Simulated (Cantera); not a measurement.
A closed system holds: 1 mol SiH₂Cl₂, a varied amount of NH₃, 0.36 mol H₂, held at 1800 °C and 0.360 Torr.

Cantera equilibrium calculation (NASA polynomials, part measured and part estimated; ideal gas, pure solids and liquids). Candidate condensed phases: NH₄Cl, Si, Si₃N₄; 28 gas species. The tables' values for SiCl, SiN, SiCl₃ are old estimates; treat these amounts as uncertain. Gases not in the tables: Si₂H₆ and higher silanes. Kinetics and transport are ignored.

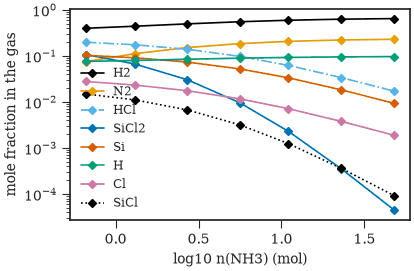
Figure. Equilibrium gas composition (values under 1e-9 drawn at 1e-9)

From 0.66 mol NH₃ to 48 mol NH₃ nothing is condensed. The main Si-bearing gas is SiCl₂ at 0.66 mol NH₃ and Si at 48 mol NH₃.
